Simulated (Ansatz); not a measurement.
**CFGeO (charge +1): density, localisation and related maps**

Input

```
crystal:
  periodic: [false, false, false]
  atoms:
    - {symbol: C, position_ang: [-2.869450, -1.354631, -1.382441]}
    - {symbol: F, position_ang: [-2.439643, -1.170880, -0.211745]}
    - {symbol: Ge, position_ang: [-3.179271, -2.125068, -3.182632]}
    - {symbol: O, position_ang: [-3.679209, -0.596189, -1.932028]}
basis:
  gaussian: {orbitals: def2-TZVPD}
total_charge: 1
hamiltonian: {xc: pbe0}
output: {forces: true, orbitals: {seedname: orbitals}}
```

Launched as:

```sh
ansatz run input.yaml --threads 1 --pin off --max-ram 2610MiB --events-out events.jsonl --progress --plain --runs-dir runs
```

Geometry: PBE0-D3(BJ)/def2-SVP.

Method: isolated molecule in a Gaussian basis; Kohn-Sham density functional theory, functional PBE0 (Ansatz).

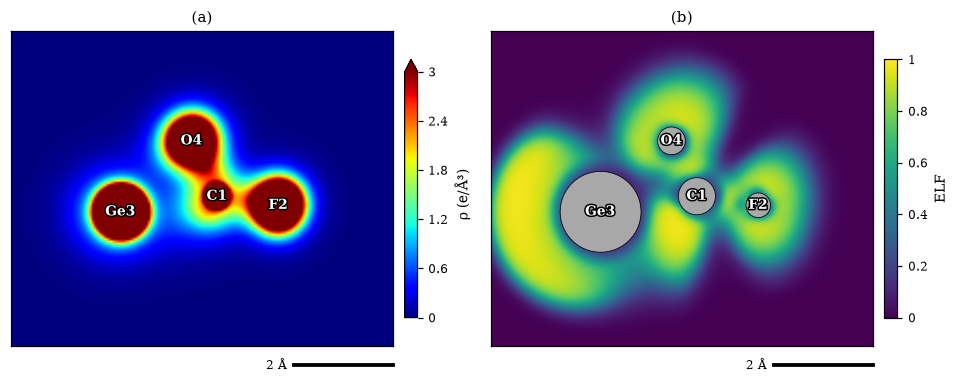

Figure 1. (a) electron density; (b) ELF on the molecular plane. Grey discs cover the atomic cores in the ELF map.

Question: What do the fields say about this system?

Answer: Atoms in the plane: C, F, Ge and O. C–O (1.24 Å): ρ at the midpoint is about 3.2 e/Å³; the ELF peaks at about 0.85 between the atoms (a short, strongly polar bond). C–F (1.26 Å): the density is about 2.9 e/Å³ at the midpoint; the ELF peaks at about 0.85 between the atoms: a shared but strongly polarised pair. C–Ge (1.98 Å): ρ at the midpoint is about 0.71 e/Å³; the ELF peaks at about 0.75 in the valence shell of C, 0.7 Å from its nucleus, and is about 0.40 at the midpoint. Ge–O (2.04 Å): ρ is about 0.59 e/Å³ halfway; the ELF peaks at about 0.80 in the valence shell of O, 0.5 Å from its nucleus, and is about 0.25 at the midpoint. The ELF also peaks beside F2 and O4, away from the bonds: lone-pair regions.

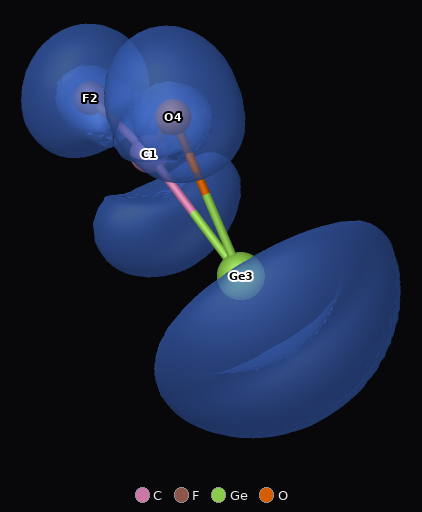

Figure 2. Isosurface of the electron localisation function at 0.75 (blue), seen at an oblique angle. Only the valence region is drawn (cores and ρ < 0.01 e/Å³ removed).

Question: Identify the bonds, lone pairs and shells in this picture.

Answer: The ELF exceeds this value in one region on F in which the atom's valence shell and bonds are merged, one region on O in which the atom's valence shell and bonds are merged, one lobe on C, pointing away from the bonds (lone pairs) and one lobe on Ge, pointing away from the bonds (lone pairs).

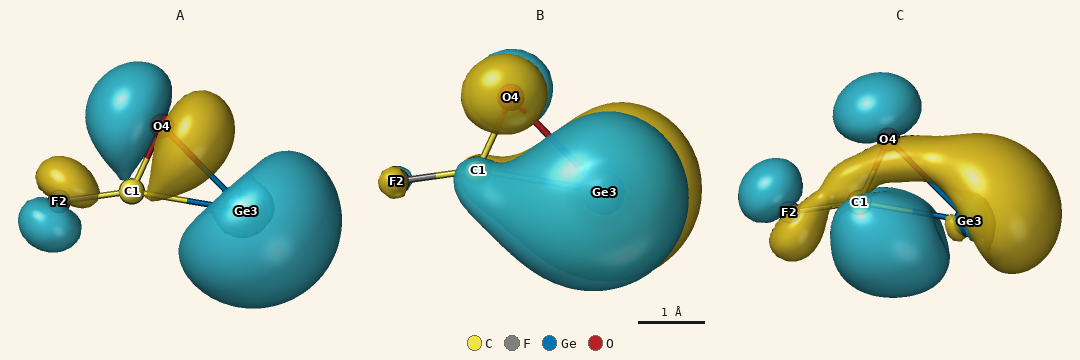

Figure 3. Three frontier orbitals at ±0.1 Å⁻³ᐟ² (yellow and cyan are the two phases), in no order.

Question: Order the three orbitals by energy and name them.

Answer: A is the HOMO−1 (−16.77 eV). It lies mainly on Ge3 (about 45 %) and O4 (about 40 %); it is symmetric in the molecular plane (an in-plane orbital: σ, lone-pair or in-plane π type). C is the HOMO (−14.74 eV). By Hirshfeld shares it lies mainly on Ge3 (about 35 %), C1 (about 35 %), O4 (about 20 %) and F2 (about 10 %); it is symmetric in the molecular plane (an in-plane orbital: σ, lone-pair or in-plane π type). B is the LUMO (−9.69 eV). By Hirshfeld shares it lies mainly on Ge3 (about 80 %), O4 (about 10 %) and C1 (about 10 %); it changes sign across the molecular plane (π type); π-antibonding (a node) across C1–O4.

Question: What is the HOMO–LUMO gap?

Answer: 5.05 eV between the orbital energies.

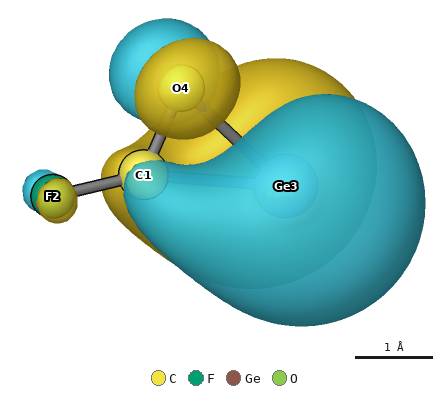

Figure 4. The LUMO at ±0.08 Å⁻³ᐟ² (yellow and cyan are the two phases), seen at a tilt.

Question: Where does this orbital lie, and at what energy?

Answer: It lies mainly on Ge3 (about 80 %), O4 (about 10 %) and C1 (about 10 %); it changes sign across the molecular plane (π type); π-antibonding (a node) across C1–O4. Its energy is −9.69 eV.
